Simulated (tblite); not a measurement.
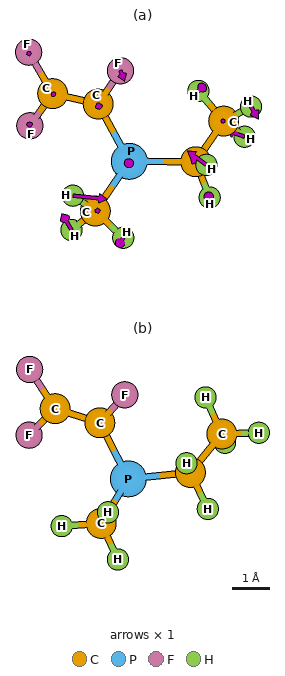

The structure of C₅H₈F₃P before (top) and after (bottom) a relaxation, at one scale. The purple arrows give the displacements, at their true length.

Style: ball-and-stick. Shown at a tilt.

Method: GFN2-xTB geometry optimisation, gas phase in tblite. 

Question: What changed between the two?

Answer: The atom that moves furthest after the best rigid fit is an H atom (0.96 Å). By element the largest moves are H 0.96 Å, P 0.39 Å, F 0.35 Å, C 0.24 Å. Some distances before and after: C–H 1.141 → 1.094 Å, C–P 1.818 → 1.858 Å, C–H 1.122 → 1.088 Å, C–F 1.378 → 1.347 Å. Among the angles between lasting bonds that change: C–P–C 114.2° → 98.3°, F–C–F 118.7° → 110.8°, C–P–C 104.1° → 96.6°. Groups turn about C–C by about 50°. The energy falls by 1.127 eV in 102 geometry steps.
